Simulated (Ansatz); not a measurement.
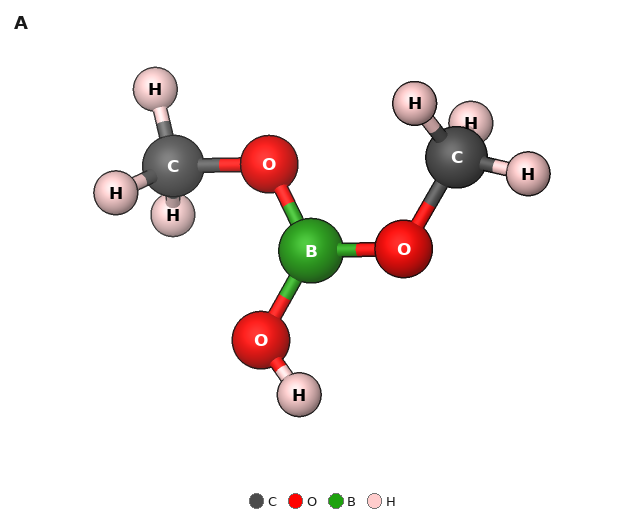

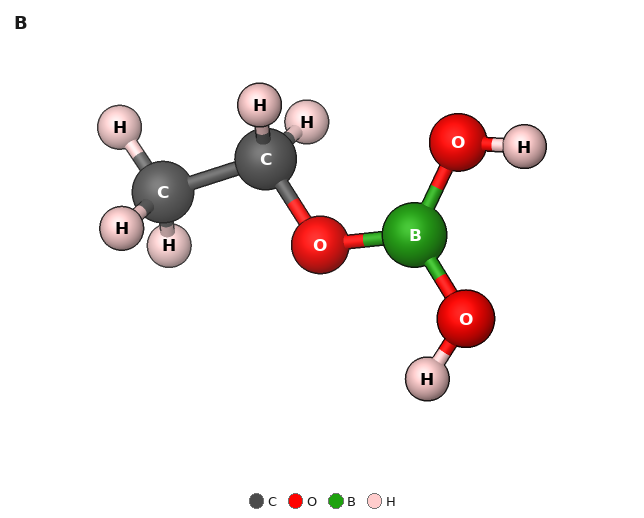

2 stationary structures of one formula. Geometries: PBE0-D4/def2-TZVP. Electronic energies: CCSD(T)/CBS (MP2 limit from def2-TZVPP and def2-QZVPP plus CCSD(T) − MP2) (Ansatz 0.2.0), without zero-point energy. No frequency run is at hand to confirm each as a minimum. Each is one conformer, not always the lowest.

Question: How are they related?

Answer: They are constitutional isomers of C2H7BO3: A `COB(O)OC`, B `CCOB(O)O`.

Question: Which structure is the most stable?

Answer: B is lowest; A lies 0.706 eV above it.

Give E(B) − E(A) in eV at these levels too: ωB97X-V/def2-TZVPP; PBE-D4/def2-TZVPP; PBE0-D4/def2-TZVPP; CCSD(T)/CBS (MP2 limit from def2-TZVPP and def2-QZVPP plus CCSD(T) − MP2); B2PLYP (frozen core)/def2-TZVPP; r2SCAN-D4/def2-TZVPP; PBE0-D4/def2-TZVP; RHF-MP2 (frozen core)/def2-QZVPP.

| level | E(B) − E(A) (eV) |
| --- | --- |
| ωB97X-V/def2-TZVPP | −0.653 |
| PBE-D4/def2-TZVPP | −0.671 |
| PBE0-D4/def2-TZVPP | −0.693 |
| CCSD(T)/CBS (MP2 limit from def2-TZVPP and def2-QZVPP plus CCSD(T) − MP2) | −0.706 |
| B2PLYP (frozen core)/def2-TZVPP | −0.664 |
| r2SCAN-D4/def2-TZVPP | −0.684 |
| PBE0-D4/def2-TZVP | −0.666 |
| RHF-MP2 (frozen core)/def2-QZVPP | −0.746 |
